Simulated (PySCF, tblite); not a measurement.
**C₅H₆F₃ radical: geometry, infrared bands and EPR parameters**

Wanted: the infrared bands and EPR parameters of C₅H₆F₃ radical (`[CH2][C@@H]1C[C@H]1C(F)(F)F`), by calculation.

Programs: tblite 0.8.0 and PySCF 2.14.0, with density-fitted response routines of our own. Each step states its level of theory. These are calculated values for one molecule in the gas phase, unless marked as measured. Atoms count from 0, in the outputs and in this text.

## Step 1: Starting geometry

14 atoms, charge 0, multiplicity 2; geometry from: force field or distance geometry start.

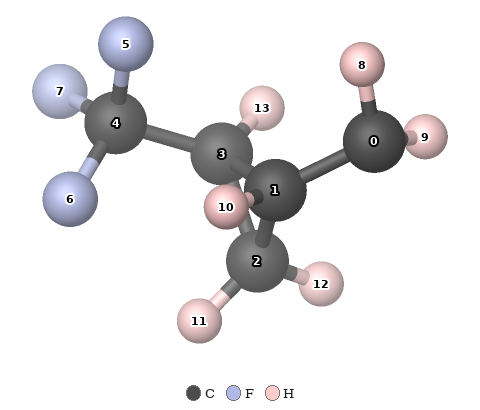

As it starts; carbon dark grey, fluorine light blue, hydrogen pink, atoms numbered.

## Step 2: Optimising the geometry with GFN2-xTB

What the job is given:

```
{"job": {"kind": "relax", "xc": "GFN2-xTB", "basis": "xTB"}, "charge": 0, "multiplicity": 2}
C      1.851000     0.926300    -0.230100
C      0.723700     0.254600     0.472900
C      0.489700    -1.235100     0.404700
C     -0.343500    -0.313800    -0.446100
C     -1.704500     0.172400    -0.027900
F     -1.645000     1.570000    -0.148700
F     -1.861700    -0.059500     1.317500
F     -2.739400    -0.301100    -0.757400
H      1.524000     1.922700    -0.589500
H      2.288800     0.390700    -1.061400
H      0.359100     0.710200     1.428700
H     -0.012900    -1.750400     1.251200
H      1.225700    -1.885200    -0.109700
H     -0.155400    -0.402200    -1.526100
```

Launch:

```sh
OMP_NUM_THREADS=1 python probes_run.py task.json out
```

One launch serves the whole session: the jobs run in the order shown.

Standard output:

```text
step      E/eV     max force
  0    -757.75223    1.942
  1    -757.96851    1.104
  2    -758.12821    0.718
  3    -758.15880    0.520
  4    -758.19100    0.516
  5    -758.21533    0.567
  6    -758.24287    0.503
  7    -758.26514    0.481
  8    -758.29078    0.426
  9    -758.31772    0.534
 10    -758.34636    0.432
 11    -758.36851    0.409
 12    -758.38629    0.384
 13    -758.40596    0.441
 14    -758.42426    0.395
 15    -758.43778    0.295
 16    -758.44752    0.249
 17    -758.45583    0.278
 18    -758.46303    0.353
 19    -758.47049    0.247
 20    -758.47690    0.247
 21    -758.48217    0.263
 22    -758.48823    0.238
 23    -758.49563    0.244
 24    -758.50282    0.238
 25    -758.50892    0.226
 26    -758.51391    0.204
 27    -758.51833    0.169
 28    -758.52148    0.292
 29    -758.52330    0.179
 30    -758.52547    0.085
 31    -758.52653    0.082
 32    -758.52718    0.074
 33    -758.52785    0.074
 34    -758.52841    0.060
 35    -758.52887    0.053
 36    -758.52926    0.051
 37    -758.52967    0.069
 38    -758.53014    0.076
 39    -758.53062    0.061
 40    -758.53112    0.062
 41    -758.53166    0.060
 42    -758.53234    0.084
 43    -758.53315    0.086
 44    -758.53398    0.073
 45    -758.53462    0.049
 46    -758.53504    0.043
 47    -758.53533    0.042
 48    -758.53557    0.049
 49    -758.53577    0.040
 50    -758.53590    0.026
 51    -758.53599    0.023
 52    -758.53606    0.024
 53    -758.53617    0.031
 54    -758.53632    0.033
 55    -758.53653    0.053
 56    -758.53680    0.058
 57    -758.53712    0.050
 58    -758.53750    0.063
 59    -758.53797    0.057
 60    -758.53848    0.072
 61    -758.53889    0.068
 62    -758.53919    0.047
 63    -758.53940    0.039
 64    -758.53963    0.038
 65    -758.53987    0.052
 66    -758.54008    0.045
 67    -758.54025    0.032
 68    -758.54040    0.040
 69    -758.54054    0.031
 70    -758.54069    0.029
 71    -758.54083    0.033
 72    -758.54098    0.043
 73    -758.54116    0.039
 74    -758.54139    0.039
 75    -758.54168    0.045
 76    -758.54201    0.039
 77    -758.54232    0.040
 78    -758.54257    0.034
 79    -758.54274    0.037
 80    -758.54290    0.051
 81    -758.54303    0.030
 82    -758.54319    0.022
 83    -758.54324    0.022
 84    -758.54332    0.020
 85    -758.54337    0.016
 86    -758.54343    0.017
 87    -758.54348    0.016
 88    -758.54354    0.017
 89    -758.54359    0.021
 90    -758.54364    0.019
 91    -758.54368    0.014
 92    -758.54370    0.011
 93    -758.54372    0.008
```

It took 0.36 s on 1 thread of Arm Neoverse V2, shared host.

Along the way: (not every step is listed)

```
step  energy from step 0 (eV)  largest force (eV/Å)
   0                   0.0000                1.9423
   1                  -0.2163                1.1043
   2                  -0.3760                0.7178
   3                  -0.4066                0.5197
   4                  -0.4388                0.5156
   5                  -0.4631                0.5667
   6                  -0.4906                0.5030
   7                  -0.5129                0.4812
   8                  -0.5385                0.4257
  16                  -0.6953                0.2493
  24                  -0.7506                0.2381
  32                  -0.7749                0.0741
  40                  -0.7789                0.0618
  48                  -0.7833                0.0492
  56                  -0.7846                0.0585
  64                  -0.7874                0.0383
  72                  -0.7887                0.0430
  80                  -0.7907                0.0508
  88                  -0.7913                0.0170
  89                  -0.7914                0.0206
  90                  -0.7914                0.0194
  91                  -0.7914                0.0140
  92                  -0.7915                0.0113
  93                  -0.7915                0.0078
```

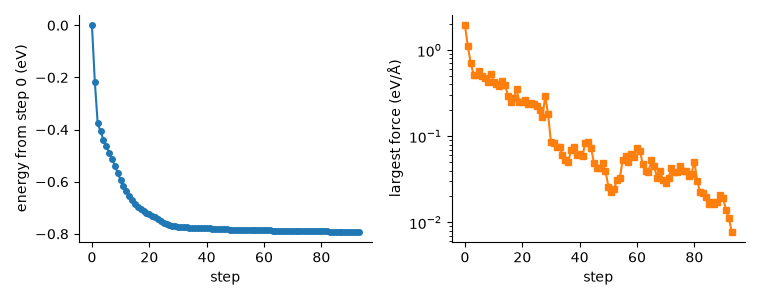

Energy and largest force along the relaxation.

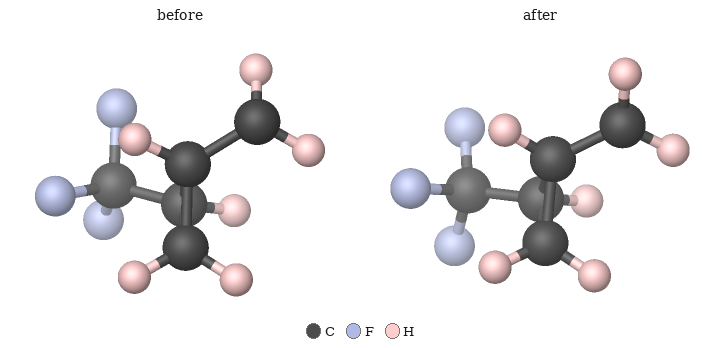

Before and after, at one scale.

Distances of close pairs at the start and the end, largest changes first:

```csv
bond,before (Å),after (Å),change (Å)
C4–F5,1.404,1.345,-0.059
C0–C1,1.489,1.430,-0.058
C0–H8,1.109,1.071,-0.038
C1–H10,1.120,1.083,-0.037
C4–F6,1.374,1.341,-0.034
C2–H11,1.111,1.079,-0.032
C2–H12,1.109,1.078,-0.030
C1–C3,1.519,1.537,+0.019
```

The end geometry stands in the next job.

## Step 3: Vibrational analysis with GFN2-xTB

What the job is given:

```
{"job": {"kind": "ir", "xc": "GFN2-xTB", "basis": "xTB"}, "charge": 0, "multiplicity": 2}
C      1.915157     0.864200    -0.313747
C      0.762640     0.349151     0.358571
C      0.436048    -1.137768     0.337051
C     -0.414817    -0.206559    -0.459085
C     -1.805847     0.097840     0.000971
F     -2.228675     1.304586    -0.415473
F     -1.936719     0.088931     1.335206
F     -2.702162    -0.790644    -0.472493
H      2.437856     1.716063     0.070687
H      2.271511     0.402420    -1.214058
H      0.477383     0.873705     1.262283
H      0.018252    -1.568560     1.233927
H      1.099653    -1.789823    -0.208382
H     -0.330958    -0.204016    -1.537625
```

Standard output:

```text
mode    cm-1     km/mol
  1      41.5      0.38
  2     132.2      1.65
  3     184.4      1.68
  4     257.5      0.94
  5     293.1      3.70
  6     350.0      6.91
  7     365.8      3.51
  8     416.4      7.87
  9     480.6     12.90
 10     519.6      4.28
 11     554.7     36.19
 12     588.6     30.78
 13     770.0      2.16
 14     846.5      2.60
 15     865.0      3.31
 16     882.3      3.41
 17     936.0     24.35
 18    1008.9    122.13
 19    1035.7    263.34
 20    1047.7     65.88
 21    1056.2     48.90
 22    1066.0     55.41
 23    1095.4     76.65
 24    1191.3    166.94
 25    1204.8      2.75
 26    1218.7     22.58
 27    1291.8     32.92
 28    1366.1     34.96
 29    1412.9      2.25
 30    1441.8      3.73
 31    3057.8      9.07
 32    3076.6      5.15
 33    3096.3      6.81
 34    3118.4     10.25
 35    3143.0     12.62
 36    3191.9     19.69
```

Run time: 0.27 s. Hardware: 1 thread of Arm Neoverse V2, shared host.

The strongest bands and the atoms that carry them (share of the mass-weighted mode):

```
cm⁻¹  km/mol                                  atoms
 555    36.2              H9 40 %, C0 25 %, H8 20 %
1009   122.1             C4 29 %, H13 22 %, F6 11 %
1036   263.3                       C4 63 %, F7 11 %
1048    65.9            H12 23 %, C4 20 %, H11 11 %
1056    48.9            C2 25 %, H12 24 %, H11 20 %
1066    55.4  H10 28 %, H13 19 %, H11 17 %, C4 17 %
1095    76.7             H10 40 %, C4 13 %, C2 12 %
1191   166.9                      C4 55 %, H13 24 %
```

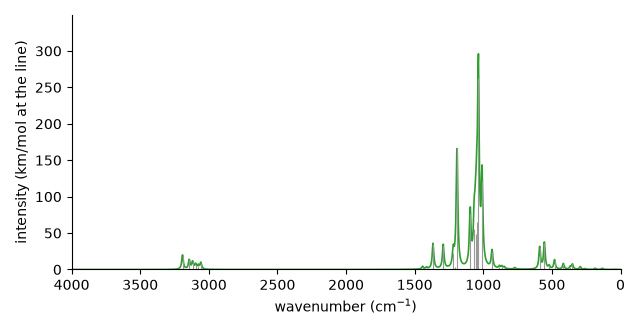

The infrared spectrum from these modes, unscaled. Lines are broadened to a width of 14 cm⁻¹ (Lorentzian).

## Step 4: g tensor and hyperfine couplings: B3LYP/pcH-1

Settings changed since step 3:

```diff
@@ -1,2 +1,2 @@
-{"job": {"kind": "ir", "xc": "GFN2-xTB", "basis": "xTB"}, "charge": 0, "multiplicity": 2}
+{"job": {"kind": "epr", "basis": "pcH-1"}, "charge": 0, "multiplicity": 2}
 C      1.915157     0.864200    -0.313747
```

Method: UKS B3LYP, pcH-1 on C F H, non-relativistic, mean-field spin-orbit, GIAO.

Standard output:

```text
UKS, coarse grid
  cycle   1  E = -493.47270358  |g| = 6.74e-01
  cycle   2  E = -493.28416666  |g| = 1.07e+00
  cycle   3  E = -493.62518869  |g| = 5.54e-02
  cycle   4  E = -493.62609024  |g| = 3.86e-02
  cycle   5  E = -493.62676968  |g| = 6.28e-03
  cycle   6  E = -493.62679018  |g| = 3.00e-03
  cycle   7  E = -493.62679571  |g| = 1.07e-03
  cycle   8  E = -493.62679702  |g| = 4.04e-04
UKS, final grid
  cycle   1  E = -493.62665410  |g| = 5.28e-04
  cycle   2  E = -493.62665399  |g| = 7.75e-04
  cycle   3  E = -493.62665421  |g| = 6.06e-05
  cycle   4  E = -493.62665421  |g| = 1.52e-05
E = -493.62665421 Eh   <S^2> = 0.7546 (exact 0.7500)
g shifts (ppm)      1          2          3
  rmc          -151       -151       -151
  gc             19         30         24
  oz_so         -34        576        723
  total        -166        455        596
hyperfine (MHz)  atom isotope    a_iso     a_fc   dipolar eigenvalues
    0   13C      80.04      80.04    -77.04    -76.06    153.10
    1   13C     -39.99     -39.99     -3.54     -1.05      4.60
    2   13C      51.21      51.21     -9.35     -9.21     18.56
    3   13C      59.72      59.72    -10.08     -9.87     19.95
    4   13C       7.85       7.85     -1.22     -1.03      2.26
    5   19F      -1.27      -1.27     -2.32     -0.69      3.01
    6   19F      -0.69      -0.69     -1.40     -0.01      1.41
    7   19F      32.29      32.29    -14.10    -13.49     27.59
    8    1H     -62.08     -62.08    -37.54      0.21     37.33
    9    1H     -59.31     -59.31    -36.48     -0.40     36.88
   10    1H       2.84       2.84     -4.22     -2.93      7.15
   11    1H       7.03       7.03     -4.89     -1.72      6.61
   12    1H      -5.88      -5.88     -5.96     -1.11      7.07
   13    1H      -6.69      -6.69     -6.31     -1.01      7.32
```

Run time: 51 s. Hardware: 1 thread of Arm Neoverse V2, shared host; peak memory 0.97 GiB.

Principal g values 2.00215, 2.00277, 2.00292; g(iso) = 2.00261, against 2.00232 for a free electron.

Mean a(iso) over the nuclei that a row names, and the largest dipolar term of the row (other rows stand at the frozen geometry):

| nuclei | isotope | a(iso) (MHz) | a(iso) (G, at g = 2.0023) | largest dipolar term (MHz) |
| --- | --- | --- | --- | --- |
| C0 | 13C | 80.0 | 28.6 | 153.1 |
| H8, H9 | 1H | -60.7 | -21.7 | -37.5 |
| C3 | 13C | 59.7 | 21.3 | 20.0 |
| C2 | 13C | 51.2 | 18.3 | 18.6 |
| C1 | 13C | -40.0 | -14.3 | 4.6 |
| F5, F6, F7 | 19F | 10.1 | 3.6 | 27.6 |
| C4 | 13C | 7.9 | 2.8 | 2.3 |
| H11 | 1H | 7.0 | 2.5 | 6.6 |
| H13 | 1H | -6.7 | -2.4 | 7.3 |
| H12 | 1H | -5.9 | -2.1 | 7.1 |
| H10 | 1H | 2.8 | 1.0 | 7.1 |

Mulliken spin populations:

C0 1.02; C1 -0.11; C2 0.08; C3 0.09; C4 0.00; F5 0.00; F6 0.00; F7 0.00; H8 -0.04; H9 -0.04; H10 0.00; H11 0.00; H12 0.00; H13 0.00

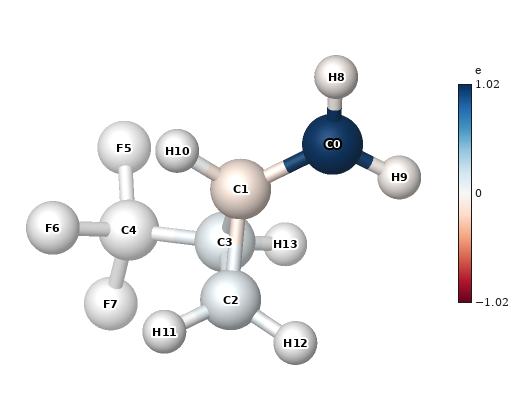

Mulliken spin populations, as colours on the atoms.

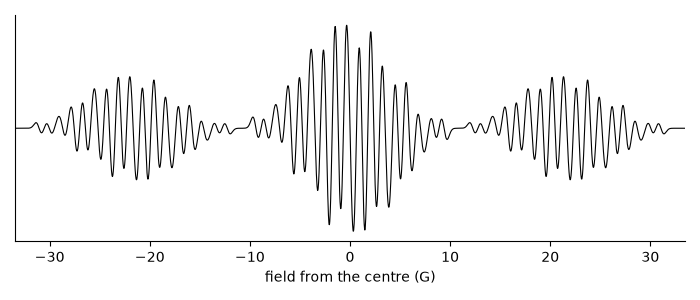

First-order isotropic spectrum (first derivative, main isotopes with spin only, couplings over 0.8 MHz, Gaussian width 0.3 G; couplings of the frozen geometry, rotation of groups not averaged beyond the rows shown).

Orbitals, density, ELF and potential are computed afterwards from the orbital file.

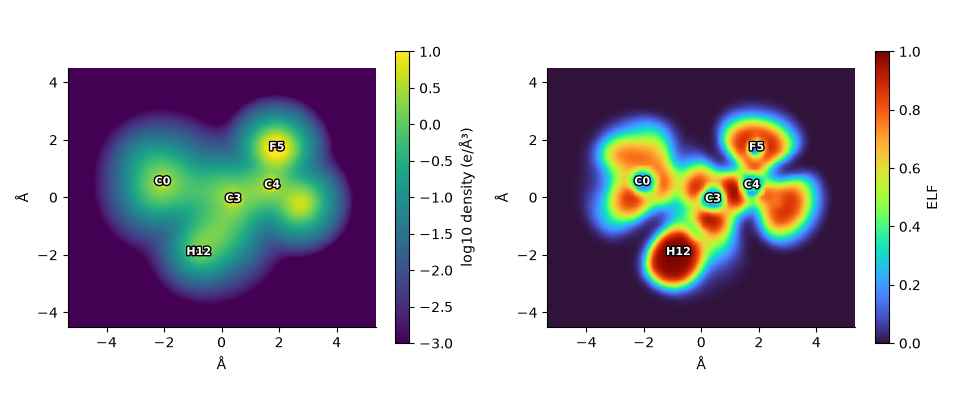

Density (left) and ELF (right) in a plane through or near 5 of the atoms.

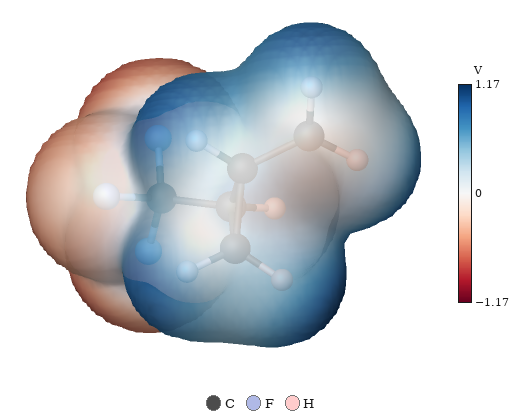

Electrostatic potential on the surface of density 0.002 e/bohr³; red is low, blue high. It runs from -0.72 V near F7 to 1.17 V near H13.

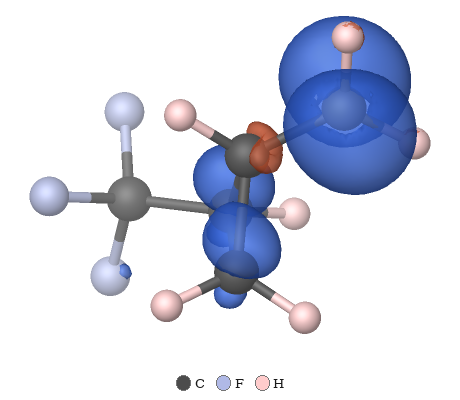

Spin density at ±0.04 e/Å³ (alpha excess blue, beta excess red).

## Step 5: What came out

```
                                 quantity                  value
strongest single infrared mode (GFN2-xTB)  1036 cm⁻¹, 263 km/mol
             zero-point energy (GFN2-xTB)          60.9 kcal/mol
                           g(iso) (B3LYP)                2.00261
                                     ⟨S²⟩     0.755 (exact 0.75)
       largest a(iso) (averaged by class)    13C on C0, 80.0 MHz
    surface potential, least and greatest     -0.72 V and 1.17 V
```

**Reading.** The optimisation took 93 steps and gained 0.791 eV; among the close pairs (by a distance rule), C4–F5 changed most, from 1.404 to 1.345 Å. All 36 modes are real, so the xTB geometry is a minimum. The strongest single mode, at 1036 cm⁻¹, moves mainly C4. GFN2-xTB is a fitted tight-binding method: band positions and strengths are rough. Its intensities can rank the bands wrongly. Most of the unpaired spin sits on C0 (1.02 e). The isotropic g lies 0.3 ppt above the free-electron value.
